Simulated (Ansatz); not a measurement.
Partial pair distribution functions of a relaxed model of amorphous Hf$_{18}$O$_{39}$La$_{2}$, broadened by 0.06 Å; density 8.78 g/cm³. The numbers are results of PBE, scalar-relativistic without spin-orbit coupling (plane waves to 420 eV, PAW; Ansatz, an electronic-structure program), not measurements.

It comes from a melt-quench run on a machine-learned potential (CHGNet), relaxed afterwards by DFT. O atoms were pushed apart under 1.9 Å during the dynamics, to hinder bonds among them. The hot cell started wider than the set density and was brought back towards it in steps. It is the lowest in DFT energy of 2 quenches. It is a model cell: composition and starting density were chosen by hand, and all elements were melted together. No dispersion term was used. Its density started from a set value of 8.75 and ended at 8.78 g/cm³. The quench (nominally 380 K/ps over its main leg) was far faster than any real one, so the model tends to hold more defects than a real film. One small periodic cell is one sample of the glass; other quenches scatter about these values. Volume and shape were free in the relaxation.

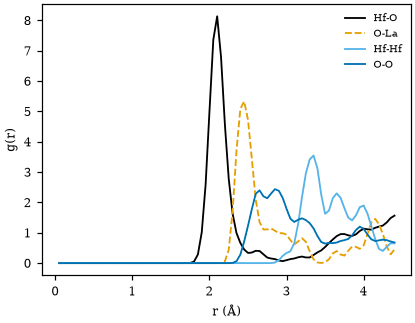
*Partial pair distribution functions*

Highest peaks under 4.5 Å: Hf-O near 2.10 Å, O-La near 2.45 Å, Hf-Hf near 3.35 Å, O-O near 2.85 Å; pairs of few atoms are noisy.

Within 2.88 Å each Hf has 6.50 O neighbours on average.
